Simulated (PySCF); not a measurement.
**C5H6N2Si (SMILES CC#C/C=N\[SiH2]C#N): density, localisation and related maps**

| atom | x (Å) | y (Å) | z (Å) |
| --- | --- | --- | --- |
| C | -1.0398 | 2.3208 | 0.1316 |
| C | -0.3361 | 1.2511 | 0.8040 |
| C | 0.2527 | 0.3093 | 1.2992 |
| C | 0.9304 | -0.8590 | 1.7666 |
| N | 1.1295 | -1.9205 | 1.0911 |
| Si | 0.7089 | -2.3869 | -0.5183 |
| C | -0.0739 | -1.0521 | -1.5855 |
| N | -0.5509 | -0.2197 | -2.2383 |
| H | -1.0808 | 2.1073 | -0.9491 |
| H | -2.0717 | 2.4027 | 0.5073 |
| H | -0.5427 | 3.2899 | 0.2904 |
| H | 1.3078 | -0.8184 | 2.8053 |
| H | 1.9423 | -2.8008 | -1.2336 |
| H | -0.2800 | -3.4939 | -0.4550 |

Geometry: PBE0-D3(BJ)/def2-SVP.

Computed with PBE0/pcSseg-1, SCF density, gas phase, non-relativistic in PySCF.

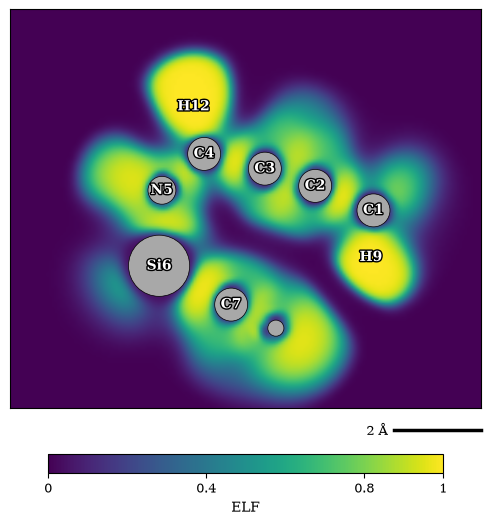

Figure 1. ELF on the plane of atoms C3, C4 and H12. Grey discs cover the atomic cores.

### Read the bonding off the picture.

Atoms in the plane: C, N, Si and H.
C–C (1.22 Å): the ELF peaks at about 0.85 between the atoms; a multiple bond.
Si–N (1.73 Å): the ELF peaks at about 0.90 between the atoms: a polar covalent bond.
C–Si (1.88 Å): the ELF peaks at about 1 between the atoms: localised, covalent bonding.
C–H (1.10 Å): the ELF climbs to about 1 towards the hydrogen, as it does in any bond to H: an ordinary covalent bond to hydrogen.
C–N (1.27 Å): the ELF peaks at about 0.90 between the atoms; localised, covalent bonding.
The ELF also peaks beside N8 and N5, away from the bonds: lone-pair regions.

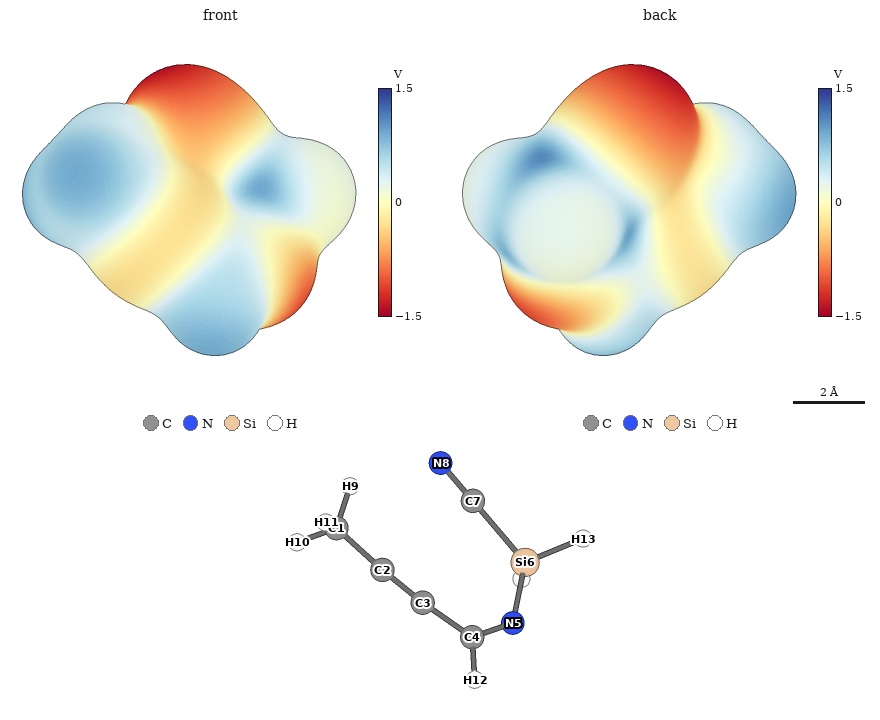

Figure 2. The electrostatic potential painted on the density surface at 0.001 e/bohr³, seen from the front and from behind; red is negative and blue positive. The bare structure is drawn below in the same view.

### Which sites attract a positive test charge, and which a negative one?

A positive charge is drawn to the negative regions and a negative charge to the positive ones. The most negative region (about −1.4 V) lies over N8, the most positive (about +1.0 V) over Si6. N8 is the likeliest acceptor of a hydrogen bond.

### What dipole moment does the calculation give?

Its dipole moment is 1.92 D.
